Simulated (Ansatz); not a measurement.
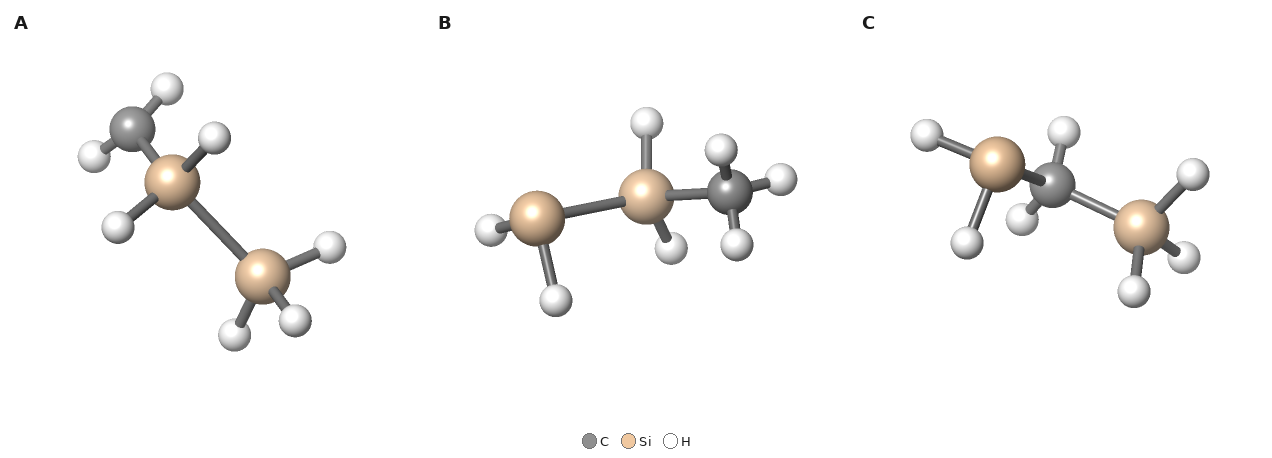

3 stationary structures of one formula. State: charge −1, singlet. Geometries: PBE0-D4/def2-TZVPD. Electronic energies: PBE0-D4/def2-TZVPD (Ansatz 0.2.0), without zero-point energy. No frequency run is at hand to confirm each as a minimum. Each is one conformer, not always the lowest.

Which is lowest in energy, and by how much?

Answer. B is lowest; C lies 0.551 eV above it, A lies 1.090 eV above it.
